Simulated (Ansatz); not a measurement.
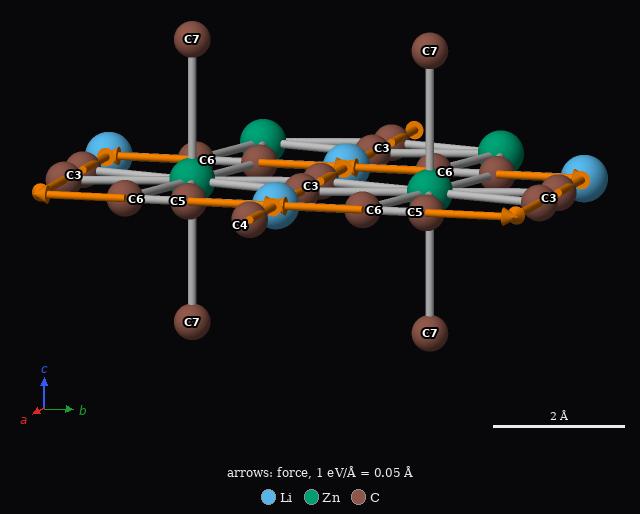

Starting geometry of a crystal of LiZnC5 (a generated structure, set up in P4/mmm) (coarse preliminary run) with the computed forces as orange arrows. Style: ball-and-stick. Shown: the atoms within 4.2 Å of the atom that moves most (axes of the cell of the calculation), slightly off an axis.

The calculation used DFT PBE, scalar-relativistic, plane waves, PAW in Ansatz.

Input
```yaml
crystal:
  lattice:
    - [3.80363844, 0.0, 0.0]
    - [0.0, 3.80363844, 0.0]
    - [0.0, 0.0, 4.38966246]
  atoms:
    - { symbol: Li, position: [0.5, 0.5, 0.0] }
    - { symbol: Zn, position: [0.0, 0.0, 0.0] }
    - { symbol: C, position: [0.13383869, 0.5, 0.0] }
    - { symbol: C, position: [0.86616131, 0.5, 0.0] }
    - { symbol: C, position: [0.5, 0.13383869, 0.0] }
    - { symbol: C, position: [0.5, 0.86616131, 0.0] }
    - { symbol: C, position: [0.0, 0.0, 0.5] }
basis:
  ecutwfc: 420
kpoints:
  mp_grid: { grid: [4, 4, 4] }
hamiltonian:
  xc: pbe
scf:
  occupations: { method: gaussian, width: 0.1 }
  lower_state_search: "off"
output:
  forces: true
  stress: true
  eigenvalues: true
relax:
  adjacent_minimum: "off"
  f_tol: 0.04
  max_steps: 70
  cell: { stress_tol: 0.4 }
```

Launched with:
```bash
ansatz run input.yaml --threads 1 --pin off --max-ram 2048MiB --backend cpu --events-out ev --progress --plain --runs-dir out
```

Is this structure relaxed? If not, where do the atoms go?

Answer. It isn't relaxed: the largest force vector, on C atoms, is 29.62 eV/Å. Measured relative to the changing cell, the final displacements run against the starting forces (cosine between the two patterns −1.00). The largest moves relative to the cell, 0.067 Å, are those of C3, C4, C5 and C6. C4 goes along +a. Li and Zn stay in place. The drawn cell changes as follows: a = b 3.804 → 5.259 Å (+38.3 %), c 4.390 → 3.828 Å (−12.8 %); the volume changes by +66.7 %. Near-neighbour distances that change, for instance: C3–C5 1.970 → 2.818 Å, Zn2–C3 1.969 → 2.706 Å, Li1–C3 1.393 → 1.993 Å, Zn2–C7 2.195 → 1.914 Å. The space group stays P4/mmm (No. 123). After 10 accepted moves (12 points after the start) the energy has fallen by 2874 meV per atom. Largest force component: 30 eV/Å at the start, 0.013 eV/Å at the end. Pressure: 145.37 GPa at the start and 0.26 GPa at the end. At 2 points the geometry stayed and the basis and grid were re-selected for the new cell (energy shift of 162 meV per atom at most each time). Cost: 47 s on 1 thread of Arm Neoverse V1, with other jobs on the host, peak memory 0.34 GiB.

Limits of the set-up: the k-point mesh is coarse for a cell with partly filled bands.
